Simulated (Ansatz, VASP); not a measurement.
# BeOs3: VASP beside Ansatz

One calculation is typed for both programs; each brings its own data sets and cutoff. How far apart do they land? The cell is invented: As first built, before any earlier steps moved the atoms: it takes the MgRh3 structure with all of its atoms replaced by other elements, volume scaled by an estimate. It may not be a known or stable phase. The cell comes out of the VASP series on this material, whose earlier steps may have relaxed, scaled or displaced it; both programs get it as it stands.

Calculated with Ansatz 0.2.0; plane waves, with VASP 6.6.1 beside it; relaxation of cell and atoms at PBE.

## 1. Set-up

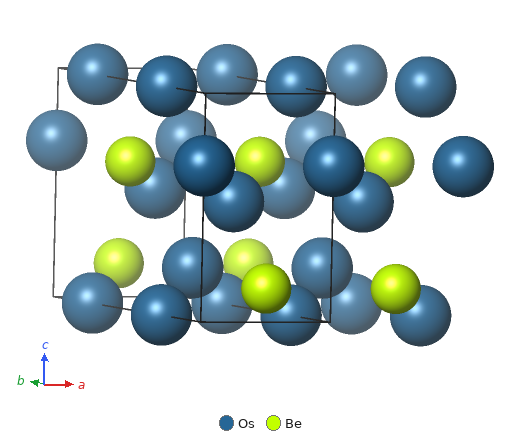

Start, viewed slightly off an axis; osmium blue, beryllium green. 2×1×1 cells are drawn. This picture shows the conventional cell, with its axes. Some periodic images of atoms are drawn too.

## 2. Ansatz: relaxation of cell and atoms, PBE

Ansatz runs on its default PAW (the set named soft_2) files.

The relaxed volume is the usual yardstick between codes: its relative difference is about their pressure difference at one cell divided by the bulk modulus.

Input file input.yaml:

```yaml
crystal:
  lattice:
    - [-1.3656917466, 4.3500070663, 2.273120667]
    - [1.3656917466, -4.3500070663, 2.273120667]
    - [1.3656917466, 4.3500070663, -2.273120667]
  atoms:
    - { symbol: Os, position: [0.7356668091, 0.0016502438, 0.7340165652] }
    - { symbol: Os, position: [0.2676336786, 0.0016502438, 0.2659834348] }
    - { symbol: Os, position: [0.6830547435, 0.6830547435, 0.0] }
    - { symbol: Be, position: [0.1469827588, 0.6469827588, 0.5] }
hamiltonian:
  xc: pbe
  pseudopotentials: { kind: paw }
kpoints:
  mp_grid: { grid: [8, 8, 8] }
scf:
  occupations: { method: fermi_dirac, width: 0.05 }
relax:
  f_tol: 0.01
  max_steps: 60
  cell: { stress_tol: 0.05 }
output:
  forces: true
  stress: true
```

Run with:

```bash
$ ansatz run input.yaml --threads 4 --pin off --max-ram 9216MiB --backend cpu --events-out ev --progress --plain --runs-dir out
```

Numbers of over 12 decimals in the logs are rounded to 6 here.

What it wrote:

```text
basis.fft_grid_basis auto: the FFT boxes are laid along the combinations [[1, 1, 0], [0, 1, 1], [0, 0, 1]] of the cell's own vectors, 4.546, 2.731 and 5.095 Å long. The dense box has 32×20×36 points. Along the cell's own vectors, as sized, it would have 36×36×36, 2.02 times as many. Of the 4 symmetry operations that the crystal satisfies within crystal.symmetry.tolerance (time reversal apart; of a slab, those that ke [...]
Engine: ansatz 0.2.0, aarch64-unknown-linux-gnu
Pseudopotentials: kind: paw
Pseudopotential: Os, paw, valence charge 16, recommended cutoff 420 eV (normal), Os.paw.azcp
Pseudopotential: Be, paw, valence charge 2, recommended cutoff 420 eV (normal), Be.paw.azcp
Functional definition: PBE
  parameter kappa = 0.804
  parameter beta = 0.066725
  exchange = pbe_x(kappa = kappa, mu = beta*pi^2/3)
  correlation = pbe_c(beta = beta)
Crystal: 4 atoms, lattice volume = 54.016 Å³
Basis set: ecut = 420 eV, 1061 PW (Γ), FFT grids on a1+a2, a2+a3, a3, exchange–correlation on 64×40×72 points (8 copies of the dense FFT grid, shifted against one another)
Bands: 30, of which v1, the nominal top of the filled ones, is band 25 counted from 1 (24 counted from 0)
Symmetry: 4 space group operations
Space group: Imm2 (ITA 44), of the structure as read, at distance tolerance 3.8e-5 Å
k-points: 95 of 512 (time reversal used)
Non-local potential: Os, projectors of the file, l = 0: 3, l = 1: 2, l = 2: 2, l = 3: 1
Non-local potential: Be, projectors of the file, l = 0: 2, l = 1: 2, l = 2: 1
PAW form: soft (Blöchl's): semilocal exchange-correlation on the pseudo side does not see the compensation charge
PAW one-centre angular grid: Os, 590 points (default); XC on 64 Gauss nodes
PAW one-centre angular grid: Be, 110 points (default); XC on 64 Gauss nodes
Initial density: superposition of atomic densities (neutral atoms: chi_scale 0, normalization atom), corrected by the library's trained network
Initial wavefunctions: pseudopotential atomic-orbital guess
Functional: x = pbe(κ = 0.804, μ = 0.219515), c = pbe(β = 0.066725)
SCF iter   1: F=—  HF=-34245.641305 eV  |F-HF|=—  |Δ(HF+E_count)|=         —  Δρ=1.15e-2  dr2=2.74e-2  ethr=1.77e-3  ⟨swp⟩=5.5  Hψ=10927  notcnv=0
preconditioner: auto → Kerker (q_TF=auto, 2.693 Å⁻¹)  [metal: Δε(μ)=0.006 eV  Ē_g=5.703 eV  σ=0.050 eV  W_gap=0.03  n_scr=18 (ndim 8)  ℏωp=25.8 eV  f_vac=0.000  D(μ)=2.84/eV (n_scr^D=30)]
SCF iter   2: F=—  HF=-34245.641618 eV  |F-HF|=—  |Δ(HF+E_count)|=   3.13e-4  Δρ=6.37e-3  dr2=8.69e-3  ethr=5.49e-5  ⟨swp⟩=1.1  Hψ=3617  notcnv=0
SCF iter   3: F=—  HF=-34245.642105 eV  |F-HF|=—  |Δ(HF+E_count)|=   4.88e-4  Δρ=6.37e-4  dr2=1.71e-4  ethr=1.74e-5  ⟨swp⟩=2.2  Hψ=4082  notcnv=0
SCF iter   4: F=—  HF=-34245.642093 eV  |F-HF|=—  |Δ(HF+E_count)|=   1.23e-5  Δρ=1.18e-4  dr2=8.02e-6  ethr=3.41e-7  ⟨swp⟩=2.0  Hψ=3936  notcnv=0
SCF iter   5: F=—  HF=-34245.642089 eV  |F-HF|=—  |Δ(HF+E_count)|=   4.32e-6  Δρ=4.04e-5  dr2=1.03e-6  ethr=1.60e-8  ⟨swp⟩=2.4  Hψ=4082  notcnv=0
SCF iter   6: F=-34245.642089 eV  HF=-34245.642089 eV  |F-HF|=8.67e-9  |Δ(HF+E_count)|=   1.33e-7  Δρ=8.41e-6  dr2=3.76e-8  ethr=2.00e-10  ⟨swp⟩=2.9  Hψ=10310  notcnv=0
SCF 1 converged in 6 iterations: F = -34245.642089 eV  dr2 = 3.76e-8
  greatest PAW one-centre occupation: 1.000 electrons in one spin orbital (limit 2), on the Os atom at site 1 (counted from 0), in its partial waves of l = 0
relax step   1: F+E_penalty+E_count = -34245.64208865 eV  Δ(F+E_penalty+E_count) = +0.000e0 eV  max|allowed force component| = 1.295e-2 eV/Å  Δτ_max = 0.0000 Å  P = +0.393 GPa  Ω = 54.016 Å³  (6 SCF iters, dr2 threshold 1.00e-7 eV, accepted)
[...]
relax step   2: F+E_penalty+E_count = -34245.64184560 eV  Δ(F+E_penalty+E_count) = +2.431e-4 eV  max|allowed force component| = 1.370e-2 eV/Å  Δτ_max = 0.0010 Å  P = -0.661 GPa  Ω = 54.196 Å³  energy of the carried Pulay correction = -8.539e-5 eV  (6 SCF iters, dr2 threshold 4.00e-7 eV, rejected (line search))
[...]
relax step   3: F+E_penalty+E_count = -34245.64214492 eV  Δ(F+E_penalty+E_count) = -5.627e-5 eV  max|allowed force component| = 8.340e-4 eV/Å  Δτ_max = 0.0004 Å  P = -0.003 GPa  Ω = 54.083 Å³  energy of the carried Pulay correction = -3.173e-5 eV  (6 SCF iters, accepted)
[...]
relax step   4: F+E_penalty+E_count = -34245.64217349 eV  Δ(F+E_penalty+E_count) = -2.857e-5 eV  max|allowed force component| = 8.347e-4 eV/Å  Δτ_max = 0.0000 Å  P = -0.004 GPa  Ω = 54.083 Å³  stress off target by 1.03e-2 GPa  SCF on the basis re-selected at this cell (its energy is not comparable with the rows above)  (7 SCF iters)
basis re-selected at this cell: Δ(F+E_penalty+E_count) = -2.857e-5 eV, ΔP = -0.001 GPa vs the last step (what re-selecting the basis moved, of the pressure what is left beyond the Pulay correction that the steps carried, after the strain that the cell walked since its last selection, with what the two solves' SCF thresholds leave and, on support functions, any second-order correction that the steps lacked; it is no m [...]
SCF converged after 7 iterations
Free energy (F): -34245.642173 eV
Harris-Foulkes:  -34245.642173 eV  (|F-HF|=7.28e-12)
Internal energy: -34245.618833 eV  (E = F + TS)
E sigma→0 (E₀):  -34245.630503 eV
Entropy (-TS):   -0.023341 eV (-5.835 meV/atom)
Fermi energy:    20.814051 eV
--- Per-component energies (eV) ---
  E_band       = -389.452062
  E_kinetic    = 1704.411486
  E_local      = -3524.024128  (includes V_loc(G=0)·N_el)
  E_nonlocal   = -1.035969
  E_hartree    = 1466.323619
  E_xc         = -818.642713
  E_vxc        = -871.332179  (∫ρ·V_xc dr)
  E_paw        = -27095.035271  (= ΣΔE_a)
  E_vpaw       = -630.118306  (= ΣTr[D̂ρ^β])
  E_aug_tail   = -0.000205  (compensation charges beyond the density's cutoff)
  E_ewald      = -5977.615652
  E_smearing   = -0.023341  (= −TS)
  E_closure    = 0.000000  (closes the sum)
  Σ components = -34245.642173   (vs F -34245.642173, Δ=0.00e0)
--- Forces (eV/Å), atoms counted from 1 ---
  atom   1  Os     0.00000000     0.00073066    -0.00024727
  atom   2  Os     0.00000000    -0.00073066    -0.00024727
  atom   3  Os     0.00000000     0.00000000     0.00083471
  atom   4  Be     0.00000000     0.00000000    -0.00034009
  max |Σ_I F_I| component: 7.86e-8 eV/Å
--- Stress (GPa, compression-positive) ---
       -0.002942       0.000000       0.000000
        0.000000       0.001544       0.000000
        0.000000       0.000000      -0.010331
  P = ⅓ Tr σ = -0.0039 GPa (-0.039 kbar)
--- Relaxed structure (3 steps of the walk, 2 accepted, 1 SCFs on fresh bases) ---
  F+E_penalty+E_count = -34245.64217349 eV   max|allowed force component| = 8.347e-4 eV/Å   (the final SCF, on the basis selected at the relaxed cell)
  cell:  # Å, volume = 54.0831 Å³
    - [-1.366342, 4.352057, 2.273774]
    - [1.366342, -4.352057, 2.273774]
    - [1.366342, 4.352057, -2.273774]
  atoms:
    - { symbol: Os, position: [0.735635, 0.00161336, 0.734021] }
    - { symbol: Os, position: [0.267592, 0.00161336, 0.265979] }
    - { symbol: Os, position: [0.683144, 0.683144, 3.024916867252447e-17] }
    - { symbol: Be, position: [0.146967, 0.646967, 0.5] }
```

Wall time 10 s (4 threads of Arm Neoverse V2, shared host); peak memory 0.47 GiB.

## 3. VASP: relaxation of cell and atoms, PBE

The same cell, functional, mesh and smearing now go to VASP, with its own data sets and cutoff.

Lines of VASP's logs that name or quote its potential files are left out, and so is its time.

Input file INCAR:

```
SYSTEM = BeOs3
PREC = Accurate
ENCUT = 400
EDIFF = 1E-06
NELM = 100
ISMEAR = -1
SIGMA = 0.05
LREAL = .FALSE.
ALGO = Normal
GGA = PE
LORBIT = 11
LWAVE = .FALSE.
LCHARG = .FALSE.
KPAR = 2
IBRION = 2
NSW = 60
ISIF = 3
EDIFFG = -0.01
```

Input file POSCAR:

```
BeOs3
1.0
   -1.3656917466      4.3500070663      2.2731206670
    1.3656917466     -4.3500070663      2.2731206670
    1.3656917466      4.3500070663     -2.2731206670
Os Be
3 1
Direct
    0.7356668091      0.0016502438      0.7340165652
    0.2676336786      0.0016502438      0.2659834348
    0.6830547435      0.6830547435      0.0000000000
    0.1469827588      0.6469827588      0.5000000000
```

Input file KPOINTS:

```
Automatic mesh
0
Gamma
8 8 8
0 0 0
```

The projector-augmented-wave data sets are Os and Be (PBE family, release 64).

Run with:

```bash
$ mpirun -np 2 vasp_std
```

What it wrote:

```text
[banner, memory and clock lines left out]
running    2 mpi-ranks, on    1 nodes
 distrk:  each k-point on    1 cores,    2 groups
 distr:  one band on    1 cores,    1 groups

 POSCAR found type information on POSCAR OsBe
 POSCAR found :  2 types and       4 ions
 LDA part: xc-table for (Slater+PW92), standard interpolation
 POSCAR, INCAR and KPOINTS ok, starting setup
 FFT: planning ... GRIDC
 FFT: planning ... GRID_SOFT
 FFT: planning ... GRID
 WAVECAR not read
 entering main loop
       N       E                     dE             d eps       ncg     rms          rms(c)
DAV:   1     0.126190851748E+03    0.12619E+03   -0.10502E+04  3230   0.116E+03
DAV:   2    -0.251140353327E+02   -0.15130E+03   -0.14713E+03  3406   0.399E+02
DAV:   3    -0.389561783820E+02   -0.13842E+02   -0.13344E+02  4817   0.797E+01
DAV:   4    -0.393331985029E+02   -0.37702E+00   -0.37502E+00  3896   0.163E+01
DAV:   5    -0.393406603590E+02   -0.74619E-02   -0.74505E-02  4873   0.199E+00    0.271E+01
DAV:   6    -0.371528387146E+02    0.21878E+01   -0.76581E+00  4667   0.180E+01    0.111E+01
DAV:   7    -0.370574888733E+02    0.95350E-01   -0.34140E+00  5231   0.141E+01    0.527E+00
DAV:   8    -0.368108740476E+02    0.24661E+00   -0.17461E+00  5488   0.111E+01    0.211E+00
DAV:   9    -0.367879199761E+02    0.22954E-01   -0.12632E-01  4192   0.271E+00    0.445E-01
DAV:  10    -0.367875007888E+02    0.41919E-03   -0.11505E-02  4926   0.790E-01    0.167E-01
DAV:  11    -0.367871021101E+02    0.39868E-03   -0.27904E-03  5091   0.461E-01    0.507E-02
DAV:  12    -0.367871100074E+02   -0.78973E-05   -0.10678E-04  3530   0.950E-02    0.119E-02
DAV:  13    -0.367871095061E+02    0.50134E-06   -0.95237E-06  4317   0.265E-02
   1 F= -.36787110E+02 E0= -.36775469E+02  d E =-.367871E+02
[...]
2 F= -.36786702E+02 E0= -.36774990E+02  d E =0.407155E-03
[...]
3 F= -.36787159E+02 E0= -.36775500E+02  d E =-.490531E-04
[...]
4 F= -.36787159E+02 E0= -.36775499E+02  d E =-.493743E-04
[...]
5 F= -.36787151E+02 E0= -.36775486E+02  d E =-.419305E-04
[...]
6 F= -.36787158E+02 E0= -.36775497E+02  d E =-.484300E-04
[...]
7 F= -.36787158E+02 E0= -.36775498E+02  d E =-.488898E-04
 curvature:  -0.03 expect dE=-0.645E-06 dE for cont linesearch -0.751E-07
 ZBRENT: accuracy reached
 trial: gam= 0.11635 g(F)=  0.123E-04 g(S)=  0.655E-05 ort =-0.306E-04 (trialstep = 0.855E+00)
 search vector abs. value=  0.175E-04
 bond charge predicted
       N       E                     dE             d eps       ncg     rms          rms(c)
DAV:   1    -0.367871700507E+02   -0.11714E-04   -0.24915E-03  3232   0.323E-01    0.106E-02
DAV:   2    -0.367871683647E+02    0.16860E-05   -0.23788E-05  4831   0.462E-02    0.666E-03
DAV:   3    -0.367871677735E+02    0.59121E-06   -0.72582E-06  3227   0.233E-02
   8 F= -.36787168E+02 E0= -.36775516E+02  d E =-.937758E-05
 trial-energy change:   -0.000009  1 .order   -0.000010   -0.000013   -0.000006
 step:   1.6623(harm=  1.6623)  dis= 0.00086  next Energy=   -36.787171 (dE=-0.127E-04)
 reached required accuracy - stopping structural energy minimisation
```

Parts of OUTCAR (step 3):

```text
ion  position               nearest neighbor table
   1  0.736  0.002  0.734-   3 2.59   3 2.59   4 2.60   2 2.67   2 2.67   2 2.67   2 2.67   3 2.73
                             4 2.77   4 2.77
   2  0.268  0.002  0.266-   3 2.59   3 2.59   4 2.60   1 2.67   1 2.67   1 2.67   1 2.67   3 2.73
                             4 2.77   4 2.77
   3  0.683  0.683  0.000-   4 2.51   4 2.51   2 2.59   2 2.59   1 2.59   1 2.59   1 2.73   2 2.73
                             4 2.79   4 2.79
   4  0.147  0.647  0.500-   3 2.51   3 2.51   2 2.60   1 2.60   1 2.77   1 2.77   2 2.77   2 2.77
                             3 2.79   3 2.79

  LATTYP: Found a body centered orthorhombic cell.
 ALAT       =     2.7313834932
 B/A-ratio  =     1.6644463677
 C/A-ratio  =     3.1852041847

 Subroutine GETGRP returns: Found  4 space group operations
 (whereof  4 operations were pure point group operations)

The static configuration has the point symmetry C_2v.

 Found     95 irreducible k-points:

   k-points           NKPTS =     95   k-points in BZ     NKDIM =     95   number of bands    NBANDS=     17

   dimension x,y,z NGX =    36 NGY =   36 NGZ =   36
   dimension x,y,z NGXF=    72 NGYF=   72 NGZF=   72

   ENCUT  =  400.0 eV  29.40 Ry    5.42 a.u.   8.31  8.31  8.31*2*pi/ulx,y,z

   NELECT =      26.0000    total number of electrons

 k-points in reciprocal lattice and weights: Automatic mesh
   0.00000000  0.00000000  0.00000000       0.002
   0.12500000 -0.00000000  0.00000000       0.008
   0.25000000 -0.00000000  0.00000000       0.008
   0.37500000 -0.00000000  0.00000000       0.008
   0.50000000 -0.00000000  0.00000000       0.004
  -0.00000000  0.12500000  0.00000000       0.008
   0.12500000  0.12500000  0.00000000       0.016
   0.25000000  0.12500000  0.00000000       0.016
   0.37500000  0.12500000  0.00000000       0.016
[...]
-0.37500000 -0.37500000  0.37500000       0.004
   0.50000000  0.50000000  0.50000000       0.002

 average (electrostatic) potential at core
       1 -44.5272       2 -44.5272       3 -44.4116       4 -31.8926

 E-fermi :   7.8047

 k-point     1 :       0.0000    0.0000    0.0000
  band No.  band energies     occupation
    ...
      8       5.9061      2.00000
      9       6.4266      2.00000
     10       6.5507      2.00000
     11       6.6045      2.00000
     12       6.8087      2.00000
     13       8.1291      0.00304
     14       8.1675      0.00141
     15       9.0436      0.00000
     16       9.2471      0.00000
     17       9.3789      0.00000

 k-point     2 :       0.1250   -0.0000    0.0000
  band No.  band energies     occupation
    ...
      8       5.7227      2.00000
      9       6.1405      2.00000
     10       6.2801      2.00000
     11       6.4220      2.00000
     12       6.8785      2.00000
     13       8.1281      0.00310
     14       8.2499      0.00027
     15       8.7514      0.00000
     16       9.3786      0.00000
     17       9.3852      0.00000

 k-point     3 :       0.2500   -0.0000    0.0000
  band No.  band energies     occupation
    ...
      9       5.4747      2.00000
     10       5.9621      2.00000
     11       6.1941      2.00000
     12       6.9404      2.00000
     13       7.3280      1.99986
     14       8.3440      0.00004
     15       8.6303      0.00000
     16       9.2577      0.00000
     17       9.6058      0.00000

  Total       -0.0082894      0.0192110     -0.0267120      0.0000000      0.0000000      0.0000000
  in kB       -0.2456014      0.5691909     -0.7914332      0.0000000      0.0000000      0.0000000
  external PRESSURE =      -0.1559479 kB  Pullay stress =       0.0000000 kB

  energy-cutoff  :      400.00
  volume of cell :       54.08
      direct lattice vectors                 reciprocal lattice vectors
    -1.366456913  4.351686441  2.273469917     0.000000000  0.114897984  0.219928136
     1.366456913 -4.351686441  2.273469917     0.365909818  0.000000000  0.219928136
     1.366456913  4.351686441 -2.273469917     0.365909818  0.114897984  0.000000000

 POSITION                                       TOTAL-FORCE (eV/Angst)
 -----------------------------------------------------------------------------------
     -0.00000      6.38791      0.00766        -0.000000     -0.003833      0.000364
      0.00000      2.31546      0.00766         0.000000      0.003833      0.000364
      0.00000      0.00000      3.10553        -0.000000     -0.000000      0.001014
      1.36646      0.00000      0.66829         0.000000     -0.000000     -0.001742
 -----------------------------------------------------------------------------------
    total drift:                               -0.000000     -0.000000      0.000286

  FREE ENERGIE OF THE ION-ELECTRON SYSTEM (eV)
  ---------------------------------------------------
  free  energy   TOTEN  =       -36.7871677735 eV

  energy  without entropy=      -36.7638641105  energy(sigma->0) =      -36.77551594

 reached required accuracy - stopping structural energy minimisation

 total charge
# of ion       s       p       d       tot
------------------------------------------
    1        0.675   0.732   6.036   7.443
    2        0.675   0.732   6.036   7.443
    3        0.675   0.719   6.066   7.460
    4        0.354   0.539   0.000   0.894
--------------------------------------------------
tot          2.379   2.722  18.138  23.239

[... 3 further parts left out ...]
```

## 4. Differences

Known differences besides the PAW data sets themselves: both relaxations stop at a tolerance, which leaves soft axes loose, and VASP keeps its plane-wave basis; the data sets hold 50 valence electrons in Ansatz (default PAW (the set named soft_2) files) and 26 in VASP; the cutoff is 420 eV in Ansatz and 400 eV in VASP; VASP leaves aspherical gradient terms in its spheres out (LASPH is not set), Ansatz keeps them; Ansatz adds a Pulay correction to the stress that steers its cell, VASP none. Total energies have different zeros and are not compared.

Both answers:

```csv
quantity,Ansatz,VASP,difference
volume (Å³),54.08,54.08,+0.01 %
"edge a after relaxation, in the typed setting (Å)",5.097,5.096,+0.01 %
```

The walks stopped with 0.00 GPa left in Ansatz and -0.02 GPa in VASP; each walk ends within a tolerance, so the volume difference is uncertain by about these residues over the bulk modulus, most in soft cells.

## 5. Outcome

```json
{
 "difference in volume (relaxation of cell and atoms, PBE)": "0.013 %"
}
```

The difference in volume is 0.013 % (relaxation of cell and atoms, PBE), within the 1.2 % picked in this series as the mark of a large difference, as far as the stopping tolerances let one tell. Differences of this kind measure data sets and numerical settings, not the functional's error against experiment.

[Lines on the potential files, build, host, timing and source positions are cut from VASP's logs without a mark.]

[Logs are printed without paths, hosts, clocks, repeated set-up lines and the standing remarks that a program may print on its own settings, such as how far it seeks lower states.]

[Hosts, paths, dates, database ids (printed as entryN), source tags and the programs' standing remarks are cut or masked in the printed files.]
